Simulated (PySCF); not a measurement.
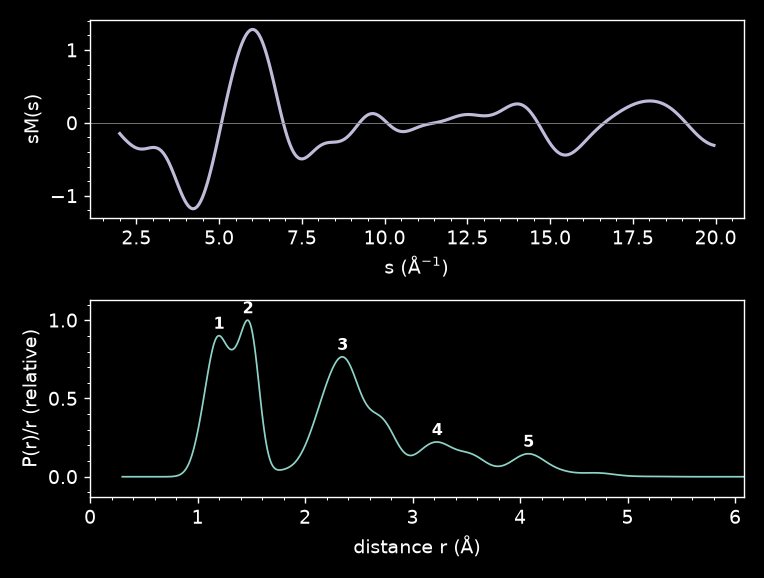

Simulated gas electron diffraction: reduced molecular intensity sM(s) from the Debye equation in the first Born approximation (top) and the radial distribution curve (bottom) of C4H8O2. Each pair of atoms contributes with weight ZᵢZⱼ/r; damping constant 0.002 Å²; vibrational amplitudes assumed, not computed: 0.05 Å for bonds, 0.078 Å for bonds to H, 0.06 + 0.015 r up to 0.15 Å for other pairs. The geometry is the end point of an optimisation (PBE0-D3(BJ)/def2-SVP geometry optimisation, gas phase (PySCF 2.14.0, density-fitted response routines)); it may be a saddle point or a higher isomer. SMILES: CC(C)OC=O.

**Which pairs of atoms lie under the numbered peaks? Mark bonded pairs by – and others by ···.**

Peak 1, 1.20 Å: C–H 1.10–1.11 Å (×8), O–C 1.20 Å, not resolved
Peak 2, 1.47 Å: O–C 1.33–1.44 Å (×2), C–C 1.51–1.52 Å (×2), not resolved
Peak 3, 2.35 Å: C···H 2.15–2.48 Å (×9), O···O 2.25 Å, O···C 2.36–2.42 Å (×2), C···C 2.37–2.54 Å (×2), not resolved; in its flanks O···H 1.99–2.76 Å, O···C 2.72 Å
Peak 4, 3.23 Å: C···C 3.10 Å, O···C 3.25 Å, C···H 3.31–3.52 Å (×4), O···H 3.33–3.37 Å (×2), not resolved; in its flanks C···C 3.56 Å
Peak 5, 4.08 Å: O···H 3.93–4.27 Å (×3), C···H 3.95–4.31 Å (×4), O···C 4.10 Å, not resolved
